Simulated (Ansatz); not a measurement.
# BSiH2F (SMILES B[Si]F) at U-revPBE/STO-3G

Aim: the electronic atomisation energy of BSiH2F at U-revPBE/STO-3G, from 5 runs. 

The calculation is run with Ansatz 0.2.0.

### 1 The system as given

The species is BSiH2F (5 atoms), meant as a triplet with charge 0. SMILES: `B[Si]F`. Geometry: relaxed at GFN2-xTB. This is one conformer, not always the lowest.

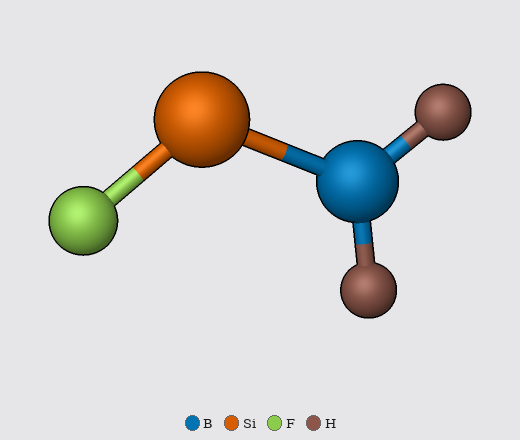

Viewed from a chosen angle; boron blue, silicon orange, fluorine green, hydrogen brown.

### 2 The energy at U-revPBE/STO-3G

The input, in.yaml:

```yaml
crystal:
  periodic: [false, false, false]
  atoms:
    - symbol: B
      position_ang: [0.234950, 0.685700, -0.124130]
    - symbol: Si
      position_ang: [-0.890020, -0.807470, -0.293660]
    - symbol: F
      position_ang: [-0.519870, -2.176130, 0.558950]
    - symbol: H
      position_ang: [-0.000350, 1.667090, -0.717680]
    - symbol: H
      position_ang: [1.175290, 0.630810, 0.576520]
basis:
  gaussian: {orbitals: STO-3G}
total_charge: 0
magnetization: {spin_polarized: true, initial_magnetization: 2}
hamiltonian: {xc: {name: revPBE}}
accuracy: high
```

The run is started by

```console
ansatz run in.yaml --threads 1 --pin off --max-ram 2610MiB --events-out events.jsonl --progress --plain --runs-dir runs
```

Output:

```text
Warning: RAYON_NUM_THREADS=1 ignored (pool sized by the plan → 1); use --threads N
Functional definition: revPBE
  name "revPBE"
  parameter kappa = 1.245
  parameter beta = 0.06672455060314922
  exchange = pbe_x(kappa = kappa, mu = beta*pi^2/3)
  correlation = pbe_c(beta = beta)
380 factors; integrals over basis functions are off by at most 1.0e-8 eV
mean field evaluation 1: about -11157.0065 eV, gradient 1.3e1 eV
mean field evaluation 2: about -11153.6847 eV, gradient 2.1e1 eV
mean field evaluation 4: about -11158.8000 eV, gradient 1.3e0 eV
mean field evaluation 8: about -11158.7617 eV, gradient 2.6e-2 eV
mean field evaluation 16: about -11158.7617 eV, gradient 5.1e-7 eV
mean field -11158.76171999 eV, -410.0769295293 hartree, gradient 4.7e-8 eV, S^2 2.002163; 0 other end points of the search recorded, 0 dependent functions left out
reference -11158.76172218 eV, -410.0769296099 hartree; 16, 14 occupied and 5, 7 virtual orbitals, 380 factors
Total energy: -11158.76172218 eV, -410.0769296099 hartree
```

Wall time 1.9 s (1 thread of Arm Neoverse V1, shared host); peak memory 0.13 GiB.

### 3 The B atom at the same level

The input, run.yaml:

```yaml
crystal:
  periodic: [false, false, false]
  atoms:
    - symbol: B
      position_ang: [0.000000, 0.000000, 0.000000]
basis:
  gaussian:
    orbitals: STO-3G
magnetization:
  spin_polarized: true
  initial_magnetization: 1
hamiltonian:
  xc: {name: revPBE}
accuracy: high
```

Run the same way, it converges to -24.26814 Eh (log not shown).

### 4 The F atom

The input, molecule.yaml:

```yaml
crystal:
  periodic: [false, false, false]
  atoms:
    - {symbol: F, position_ang: [0.000000, 0.000000, 0.000000]}
basis:
  gaussian: {orbitals: STO-3G}
magnetization: {spin_polarized: true, initial_magnetization: 1}
hamiltonian: {xc: {name: revPBE}}
accuracy: high
```

Run the same way, it converges to -98.24365 Eh (log not shown).

### 5 The H atom at the same level

The input, run.yaml:

```yaml
basis:
  gaussian:
    orbitals: STO-3G
crystal:
  periodic: [false, false, false]
  atoms:
    - {symbol: H, position_ang: [0.000000, 0.000000, 0.000000]}
magnetization:
  spin_polarized: true
  initial_magnetization: 1
hamiltonian:
  xc: {name: revPBE}
accuracy: high
```

Run the same way, it converges to -0.47010 Eh (log not shown).

### 6 The Si atom, same level

The input, molecule.yaml:

```yaml
crystal:
  periodic: [false, false, false]
  atoms:
    - {symbol: Si, position_ang: [0.000000, 0.000000, 0.000000]}
basis:
  gaussian: {orbitals: STO-3G}
magnetization: {spin_polarized: true, initial_magnetization: 2}
accuracy: high
hamiltonian: {xc: {name: revPBE}}
```

Run the same way, it converges to -285.87250 Eh (log not shown).

### 7 Results

At U-revPBE/STO-3G:

| quantity | value |
| --- | --- |
| molecule: total energy | -410.07693 Eh |
| molecule: ⟨S²⟩ | 2.002 |
| B atom: total energy | -24.26814 Eh |
| B atom: ⟨S²⟩ | 0.750 |
| F atom: total energy | -98.24365 Eh |
| F atom: ⟨S²⟩ | 0.750 |
| H atom: total energy | -0.47010 Eh |
| H atom: ⟨S²⟩ | 0.750 |
| Si atom: total energy | -285.87250 Eh |
| Si atom: ⟨S²⟩ | 2.000 |
| electronic atomisation energy | 20.475 eV |

In words: Taking the molecule apart into free atoms costs 20.48 eV (1976 kJ/mol), before zero-point energy and without spin-orbit coupling. In a minimal basis such a difference can be off by several eV, whatever the method.
